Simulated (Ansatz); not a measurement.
# CCSD(T)/6-31G(d) (spherical functions) run of BSiH4O2F (SMILES OB(F)O[SiH3])

What is the energy change on altering one bond length of BSiH4O2F at CCSD(T)/6-31G* (spherical functions)? 

Program for the calculation: Ansatz 0.2.0.

129 further runs of the same task are left out: 1 that didn't finish, 128 set aside as unsound or not needed.

## Step 1: The molecule

The species is BSiH4O2F (9 atoms), meant as a singlet with charge 0. As SMILES, `OB(F)O[SiH3]`. The shape is that of a PBE0-D4/def2-TZVP optimisation. This is one conformer, not always the lowest.

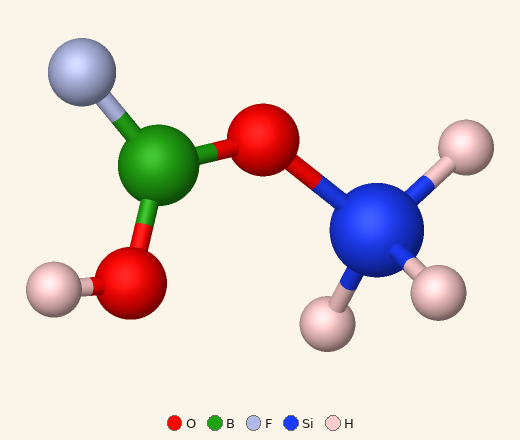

Viewed from a chosen angle; oxygen red, boron green, fluorine light blue, silicon blue, hydrogen pink.

## Step 2: The energy at CCSD(T)/6-31G(d) (spherical functions)

job.yaml

```yaml
crystal:
  periodic: [false, false, false]
  atoms:
    - {symbol: O, position_ang: [-1.614100, 0.556700, 0.394000]}
    - {symbol: B, position_ang: [-0.395400, 1.157100, 0.352700]}
    - {symbol: F, position_ang: [-0.277300, 2.450800, 0.657900]}
    - {symbol: O, position_ang: [0.708900, 0.466900, 0.006200]}
    - {symbol: Si, position_ang: [0.934200, -1.114900, -0.425000]}
    - {symbol: H, position_ang: [-2.322500, 1.149900, 0.654100]}
    - {symbol: H, position_ang: [2.381900, -1.273900, -0.690900]}
    - {symbol: H, position_ang: [0.154500, -1.427600, -1.647800]}
    - {symbol: H, position_ang: [0.518200, -2.011000, 0.681800]}
basis:
  gaussian:
    orbitals: 6-31G_st_-spherical.json
correlation:
  method: ccsd_t
  frozen_orbitals: {B: 1, F: 1, H: 0, O: 1, Si: 5}
accuracy: high
scf:
  omitted_lower_state_checks: [cluster_reference, increment]
```

The basis set 6-31G* is read from a file made from the Basis Set Exchange's data (not shown).

The run is started by

```
$ ansatz run job.yaml --threads 1 --pin off --max-ram 3480MiB --events-out events.jsonl --progress --plain --runs-dir runs
```

Log, shortened:

```text
Warning: RAYON_NUM_THREADS=1 ignored (pool sized by the plan → 1); use --threads N
Functional definition: HF
  name "HF"
[...]
1877 factors; integrals over basis functions are off by at most 3.6e-9 eV
[...]
mean field -15382.70900907 eV, -565.3041293088 hartree, gradient 6.8e-8 eV, S^2 0.000000; 0 other end points of the search recorded, 0 dependent functions left out
9 core orbitals not correlated: weight in the atoms' cores, before any rotation towards them, 1.000 or more for the frozen orbitals, at most 0.000 for the correlated occupied ones
reference -15382.70900907 eV, -565.3041293088 hartree; 15, 15 occupied and 58, 58 virtual orbitals, 1877 factors
second order -18.14225807 eV of doubles, -0.00000000 eV of singles
cycle   1  -18.35678029 eV  change   -2.1e-1 eV  update   1.0e-1
[...]
cycle  19  -18.92225892 eV  change   2.8e-10 eV  update   2.7e-9
perturbative correction -0.39174587 eV, -0.0143963951 hartree
Total energy: -15402.02301386 eV, -566.0139058931 hartree
Checks for a lower state left out: cluster_reference, increment
```

It took 11 s on 1 thread of Intel Xeon 6975P-C (Granite Rapids), shared host; peak memory 0.46 GiB.

## Step 3: The distorted shape at the same level

job.yaml

```yaml
crystal:
  periodic: [false, false, false]
  atoms:
    - {symbol: O, position_ang: [-1.224272, 0.713041, 1.005366]}
    - {symbol: B, position_ang: [-0.005572, 1.313441, 0.964066]}
    - {symbol: F, position_ang: [0.112528, 2.607141, 1.269266]}
    - {symbol: O, position_ang: [1.098728, 0.623241, 0.617566]}
    - {symbol: Si, position_ang: [1.324028, -0.958559, 0.186366]}
    - {symbol: H, position_ang: [-1.932672, 1.306241, 1.265466]}
    - {symbol: H, position_ang: [2.771728, -1.117559, -0.079534]}
    - {symbol: H, position_ang: [0.154500, -1.427600, -1.647800]}
    - {symbol: H, position_ang: [0.908028, -1.854659, 1.293166]}
basis:
  gaussian:
    orbitals: 6-31G_st_-spherical.json
correlation:
  method: ccsd_t
  frozen_orbitals: {B: 1, F: 1, H: 0, O: 1, Si: 5}
accuracy: high
scf:
  omitted_lower_state_checks: [cluster_reference, increment]
```

The basis set 6-31G* is read from a file made from the Basis Set Exchange's data (not shown).

The run is started by

```
$ ansatz run job.yaml --threads 1 --pin off --max-ram 3480MiB --events-out events.jsonl --progress --plain --runs-dir runs
```

Log, shortened:

```text
Warning: RAYON_NUM_THREADS=1 ignored (pool sized by the plan → 1); use --threads N
Functional definition: HF
  name "HF"
[...]
1874 factors; integrals over basis functions are off by at most 3.6e-9 eV
[...]
mean field -15380.38768628 eV, -565.2188222695 hartree, gradient 9.0e-8 eV, S^2 0.000000; 0 other end points of the search recorded, 0 dependent functions left out; unrestricted orbitals would lower it
9 core orbitals not correlated: weight in the atoms' cores, before any rotation towards them, 1.000 or more for the frozen orbitals, at most 0.000 for the correlated occupied ones
reference -15380.38768628 eV, -565.2188222695 hartree; 15, 15 occupied and 58, 58 virtual orbitals, 1874 factors
second order -18.36573744 eV of doubles, -0.00000000 eV of singles
cycle   1  -18.64111663 eV  change   -2.8e-1 eV  update   1.2e-1
[...]
cycle  23  -19.34317990 eV  change   -2.7e-9 eV  update   1.9e-9
perturbative correction -0.43334037 eV, -0.0159249649 hartree
Total energy: -15400.16420654 eV, -565.9455959843 hartree
Checks for a lower state left out: cluster_reference, increment
```

Run time: 13 s. Hardware: 1 thread of Intel Xeon 6975P-C (Granite Rapids), shared host; peak memory 0.47 GiB.

## Step 4: What came out

Level: CCSD(T)/6-31G* (spherical functions), 9 core orbitals frozen.

```
                                                          quantity          value
                                         first shape: total energy  -566.01391 Eh
          first shape: correlation energy (9 core orbitals frozen)     -709.8 mEh
                                       first shape: (T) correction     -14.40 mEh
                                        first shape: T1 diagnostic          0.013
                                     distorted shape: total energy  -565.94560 Eh
      distorted shape: correlation energy (9 core orbitals frozen)     -726.8 mEh
                                   distorted shape: (T) correction     -15.92 mEh
                                    distorted shape: T1 diagnostic          0.015
energy change with the Si5–H8 bond stretched from 1.484 to 2.225 Å       1.859 eV
```

**Reading.** With the Si5–H8 bond stretched from 1.484 to 2.225 Å the energy rises by 1.86 eV (179 kJ/mol). The first shape isn't relaxed at this level, so the change isn't measured from a minimum. The triples (first shape) make up 2.0 % of the correlation energy. The restricted solution (distorted shape) is unstable to spin breaking: an unrestricted one lies lower. The triples (distorted shape) make up 2.2 % of the correlation energy.
